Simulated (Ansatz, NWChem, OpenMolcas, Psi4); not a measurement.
**Computed against measured: atomisation enthalpy at 298 K**

10 molecules; the atomisation enthalpy at 298 K in kJ/mol, computed less measured. Shapes, held fixed at every level: PBE0-D4/def2-TZVP. Flexible molecules stand in one conformer, not always the lowest. Thermal terms are harmonic and unscaled (PBE0-D4/def2-TZVP); the spin-orbit lowering of the free atoms is taken from their spectra. Programs: Ansatz 0.2.0, NWChem 7.3.0, OpenMolcas 26.06, Psi4 1.11. A level may come from different programs for different species; with the same settings they agree closely. Measured values: Active Thermochemical Tables, NIST-JANAF tables.

Levels: A = PBE/def2-TZVPP; B = wB97M-V/def2-TZVPP; C = B2PLYP/def2-TZVPP.

```json
{"molecule": "HOI (hypoiodous acid)", "from tabulated heats": "635", "A": "+21", "B": "-21", "C": "-27"}
{"molecule": "SO2 (sulfur dioxide)", "from tabulated heats": "1072", "A": "+77", "B": "-11", "C": "-30"}
{"molecule": "BHF2 (SMILES FBF)", "from tabulated heats": "1681", "A": "+33", "B": "+4", "C": "-5"}
{"molecule": "B(OH)O", "from tabulated heats": "1847", "A": "+50", "B": "-7", "C": "-20"}
{"molecule": "CH2N (SMILES C=[N])", "from tabulated heats": "1387", "A": "+65", "B": "+9", "C": "-3"}
{"molecule": "CHFO (formyl fluoride)", "from tabulated heats": "1646", "A": "+84", "B": "+4", "C": "-13"}
{"molecule": "H2O2 (SMILES OO)", "from tabulated heats": "1070", "A": "+48", "B": "-2", "C": "-26"}
{"molecule": "CH3Cl (chloromethane)", "from tabulated heats": "1575", "A": "+17", "B": "+2", "C": "-21"}
{"molecule": "CH3O (hydroxymethyl radical)", "from tabulated heats": "1636", "A": "+47", "B": "+3", "C": "-13"}
{"molecule": "H3NO (hydroxylamine)", "from tabulated heats": "1419", "A": "+50", "B": "+7", "C": "-20"}
```

Problem. Which level does best on this set, which worst, and which err to one side?

Solution. 
| level | kind | mean error | mean absolute error | worst case |
| --- | --- | --- | --- | --- |
| PBE/def2-TZVPP | GGA | +49.2 | 49.2 | CHFO |
| wB97M-V/def2-TZVPP | range-separated hybrid | -1.2 | 7.0 | HOI |
| B2PLYP/def2-TZVPP | double hybrid | -17.8 | 17.8 | SO2 |

On this set wB97M-V/def2-TZVPP has the smallest mean absolute error and PBE/def2-TZVPP the largest. PBE/def2-TZVPP is too high in 10 of 10; B2PLYP/def2-TZVPP is too low in 10 of 10. The molecules' own spin-orbit binding is left out, so errors for heavy halides read too negative. Heats of the atoms come from ATcT where it has them, that of boron, 570 kJ/mol, from recent work. The tabulated values of BHF2, B(OH)O are in doubt (older tables, estimates, or at odds with other calculations) and kept here. Over the 8 molecules whose values aren't doubted the mean absolute errors are A 51.1; B 7.4; C 19.1. Spin contamination: CH2N (⟨S²⟩ up to 0.93). Open shells run unrestricted. For atoms past krypton def2 sets carry core potentials with scalar relativity. Outer-core shells of I are correlated, in sets that cover them unevenly. The set is small.

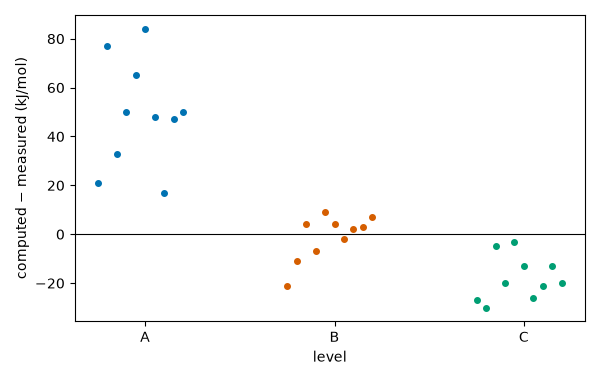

Errors of each level, one point a molecule.
